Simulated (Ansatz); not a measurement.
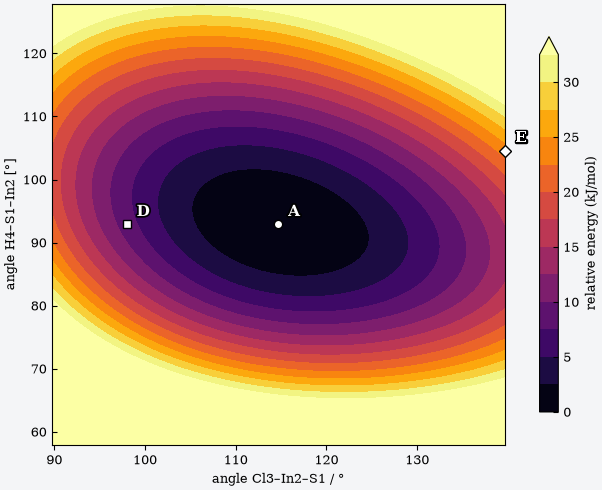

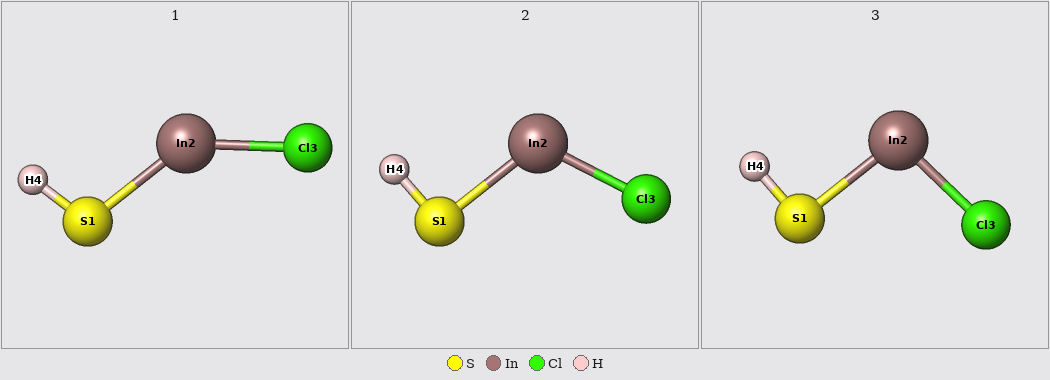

ClHInS, SMILES [SH][In][Cl], spin multiplicity 2. 
- The first coordinate is: angle Cl3–In2–S1; the second: angle H4–S1–In2.
- Nothing is relaxed (all other coordinates rigid).
- The grid has 7 × 7 points.
- Points are written as (first, second).
- Energies: kJ/mol, counted from the lowest grid point.
- These are results of UKS r2SCAN-D4/def2-SVP (Ansatz), not measurements.

Drawn: filled contours, one colour for all values above the top of the scale, lettered points. Between grid points the surface is interpolated. The numbered pictures are the structures at these points, in random order.

### Which structure belongs to which point?

A is structure 2: (114.7°, 92.9°), 0.0 kJ/mol; D is structure 3: (98.0°, 92.9°), 8.7 kJ/mol; E is structure 1: (139.7°, 104.6°), 23.6 kJ/mol.
